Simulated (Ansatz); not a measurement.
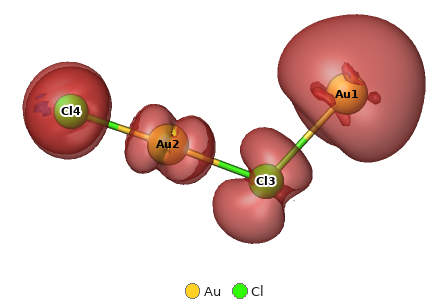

Au$_{2}$Cl$_{2}$ (charge +1, quartet). Isosurfaces of the spin density (α minus β) at +0.02 (red) and −0.02 e/Å³ (blue), seen across its widest extent.

Geometry: PBE0-D4/def2-SVP; core potentials replace the inner electrons of Au.

The calculation used Ansatz, UKS PBE0-D4/def2-TZVP.

```
atom    x (Å)    y (Å)    z (Å)
  Au   2.9986  -0.4210   0.0767
  Au  -0.9998   0.1576  -0.0500
  Cl   0.6750  -0.8667   1.1247
  Cl  -2.6737   1.1301  -1.1514
```

Where is the unpaired spin?

The unpaired spin (3 electrons) lies mostly on Au1 (about 1.6), Cl4 (about 0.6), Cl3 (about 0.4) and Au2 (about 0.4), in electrons by Hirshfeld's partition.
